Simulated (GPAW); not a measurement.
# 1T-IrSSe monolayer in an electric field, part 2 of 2

Wanted: the out-of-plane polarisability of 1T-IrSSe monolayer.

GPAW 26.7.0; GPAW, PAW setups; layer in a repeated cell with vacuum, relaxation of atoms and in-plane cell (the session's first sound run).

So far. Step 5 (In a field): The dipole is now -0.0276 e Å, against 0.0013 in the run without a field. Step 8 (Field on): The dipole is now 0.0301 e Å, against 0.0013 in the run without a field.

**9. In a field**

Level of this step: GPAW, PAW setups; slab in vacuum (GPAW).

Contents of run.py:

```python
import json
import numpy as np
from ase import Atoms
from gpaw import GPAW, PW
from gpaw.external import ConstantElectricField

slab = Atoms(
    ['Se', 'Ir', 'S'],
    positions=[
        [1.81465, 1.04769, 8.00000],
        [-0.00000, -0.00000, 9.43302],
        [-0.00000, 2.09538, 10.48169]],
    cell=[[3.6293, 0.0, 0.0], [-1.81465, 3.14307, 0.0], [0.0, 0.0, 18.4817]],
    pbc=[True, True, False])

slab.calc = GPAW(mode=PW(400), xc='PBE', kpts={'size': (9, 9, 1), 'gamma': True},
                 occupations={'name': 'fermi-dirac', 'width': 0.05}, nbands='160%',
                 convergence={'density': 1e-05}, maxiter=200,
                 poissonsolver={'dipolelayer': 'xy'},
                 external=ConstantElectricField(0.2, [0, 0, 1]),
                 symmetry={'tolerance': 1e-3}, txt='slab.txt')
result = {}
energy = slab.get_potential_energy()
fermi = slab.calc.get_fermi_level()
v = slab.calc.get_electrostatic_potential().mean((0, 1)) - fermi
n = slab.calc.get_pseudo_density().mean((0, 1))
L = slab.cell[2, 2]
z = np.arange(len(v)) * L / len(v)
low, high = slab.positions[:, 2].min(), slab.positions[:, 2].max()
below, above = np.interp([low - 5.8, high + 5.8], z, v)
slopes = [np.interp(x, z, np.gradient(v, z)) for x in (low - 5.8, high + 5.8)]
eps = np.array([[slab.calc.get_eigenvalues(k, s) for k in range(len(slab.calc.get_ibz_k_points()))]
                for s in range(slab.calc.get_number_of_spins())]) - fermi
top, bottom = eps[eps < 0].max(), eps[eps > 0].min()
dipole = slab.get_dipole_moment()[2]
print(f'energy {energy:.4f} eV, Fermi level {fermi:.4f} eV, dipole {dipole:.5f} e A')
print(f'potential 5.8 A off the faces, from the Fermi level: lower {below:.4f} eV, upper {above:.4f} eV')
print(f'slope of the potential there: lower {slopes[0]:.5f}, upper {slopes[1]:.5f} eV/A')
print(f'nearest levels on the mesh: {top:.4f} and {bottom:.4f} eV')
print('magnetic moment', round(slab.get_magnetic_moment(), 3))
result.update(energy=energy, fermi=fermi, dipole=dipole, below=below, above=above, slopes=slopes, edges=[top, bottom],
              z=z.tolist(), v=v.tolist(), n=n.tolist(), positions=slab.positions.tolist(),
              forces=slab.get_forces(apply_constraint=False).tolist(), moments=slab.get_magnetic_moments().tolist())
json.dump(result, open('result.json', 'w'))
```

Run with:

```bash
$ OMP_NUM_THREADS=1 OPENBLAS_NUM_THREADS=1 python run.py
```

The log of the run:

```text
energy -17.5942 eV, Fermi level -1.9207 eV, dipole 0.05893 e A
potential 5.8 A off the faces, from the Fermi level: lower 5.9528 eV, upper 5.0177 eV
slope of the potential there: lower 0.00002, upper 0.00010 eV/A
nearest levels on the mesh: -0.0523 and 0.1678 eV
magnetic moment 0.0
```

Elapsed: 55 s, on 1 thread of Intel Xeon Platinum 8488C (Sapphire Rapids), shared host; peak memory 0.27 GiB.

The electrostatic potential energy of an electron (without an applied field's), less the Fermi level, planar mean by z:

```csv
z (Å),"electrostatic potential energy of an electron (without an applied field's), less the Fermi level, planar mean (eV)"
0,5.49
1,5.95
2,5.95
3,5.95
4,5.95
5,5.94
6,5.81
7,3.48
8,-16.0
9,-9.87
10,-12.1
11,-2.41
12,4.71
13,5.01
14,5.02
15,5.02
16,5.02
17,5.02
18,5.02
```

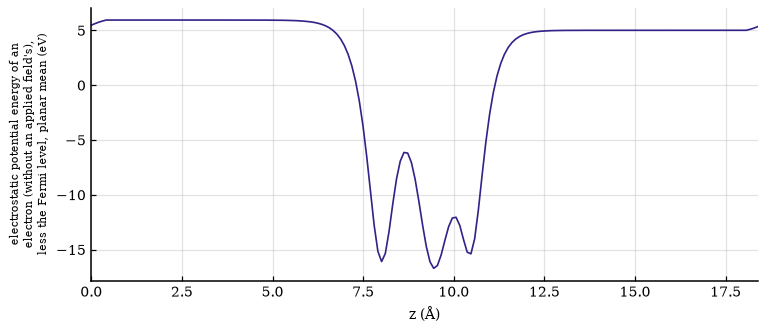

Electrostatic potential energy of an electron (without an applied field's), less the Fermi level, planar mean, plotted against z.

The dipole is now 0.0589 e Å, against 0.0013 in the run without a field.

**10. Field on**

Changes to run.py since step 9:

```diff
@@ -19,3 +19,3 @@
                  poissonsolver={'dipolelayer': 'xy'},
-                 external=ConstantElectricField(0.2, [0, 0, 1]),
+                 external=ConstantElectricField(0.3, [0, 0, 1]),
                  symmetry={'tolerance': 1e-3}, txt='slab.txt')
```

The log of the run:

```text
energy -17.6016 eV, Fermi level -1.9268 eV, dipole 0.08784 e A
potential 5.8 A off the faces, from the Fermi level: lower 6.1917 eV, upper 4.7979 eV
slope of the potential there: lower 0.00004, upper 0.00012 eV/A
nearest levels on the mesh: -0.0517 and 0.1673 eV
magnetic moment 0.0
```

It took 57 s on 1 thread; peak memory 0.27 GiB.

The dipole is now 0.0878 e Å, against 0.0013 in the run without a field.

**11. The series**

The members are put on one axis.

This step: induced dipole against applied field (GPAW 26.7.0).

The dipole along the normal by field:

```csv
field (V/Å),dipole along the normal (e·Å)
-0.200,-0.0563
-0.100,-0.0276
-0.050,-0.0132
0.000,0.00133
0.050,0.0157
0.100,0.0301
0.200,0.0589
0.300,0.0878
```

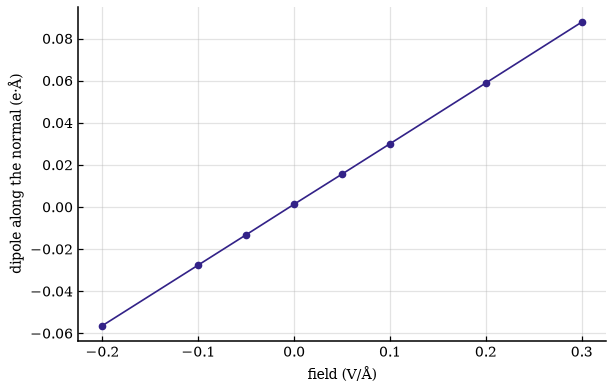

Dipole along the normal, plotted against field.

**12. What came out**

- work function, upper and lower face: 5.460 and 5.480 eV
- dipole along the normal: 0.00133 e Å
- induced dipole per field: 0.288 e Å per V/Å
- out-of-plane polarisability per area, α/(ε0 A): 4.57 Å

**Reading.** The field induces 0.288 e Å per V/Å, a polarisable thickness α/(ε0 A) of 4.57 Å beside 2.48 Å between the outermost nuclei. A perfect conductor would give the distance between its two image planes; a dielectric of thickness t gives t(1 - 1/ε). The induced dipole is linear in the field over this range. The starting lattice was a guess from atomic radii; the relaxation moved it by 5 %. The small printed dipole stands for a step of -21 meV from the lower to the upper face, and the probes find -20 meV; values this small are near the numerical noise of both. The cell holds an odd number of electrons, so without spin polarisation it must come out metallic and without a moment, whatever its true state. The layer's cell and atoms come from the relaxation; spin-orbit coupling and temperature are left out.

[Logs are printed without paths, hosts, clocks, repeated set-up lines and the standing remarks that a program may print on its own settings, such as how far it seeks lower states.]

[Hosts, paths, dates, database ids (printed as entryN), source tags and the programs' standing remarks are cut or masked in the printed files.]
